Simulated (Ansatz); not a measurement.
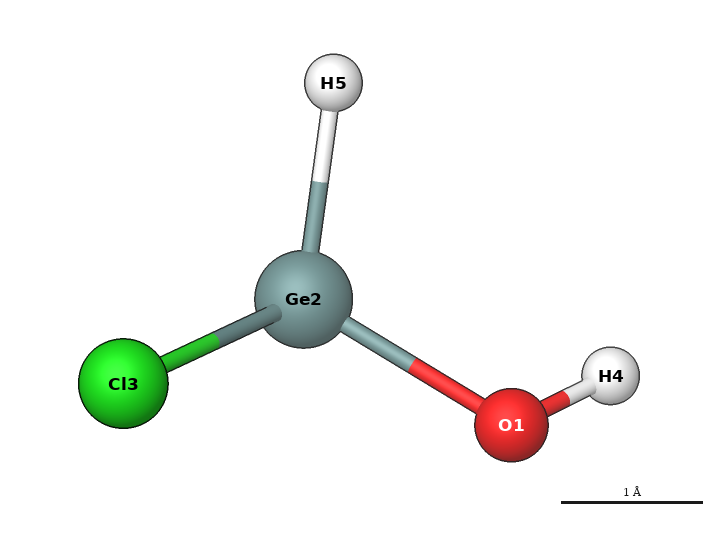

Figure made from data computed with Ansatz.

Numbered structure. The species is neutral and a spin doublet. Geometry: atoms displaced at random (about 0.02 Å) from a stationary point of PBE0-D4.

### Describe the coordination of atom 2.

Ge2 has 3 neighbours (O1 at 1.75, Cl3 at 2.16, H5 at 1.56 Å); the arrangement is trigonal pyramidal.

### How are the neighbours of atom 1 arranged?

O1 has 2 neighbours (Ge2 at 1.75, H4 at 0.96 Å); the arrangement is bent.
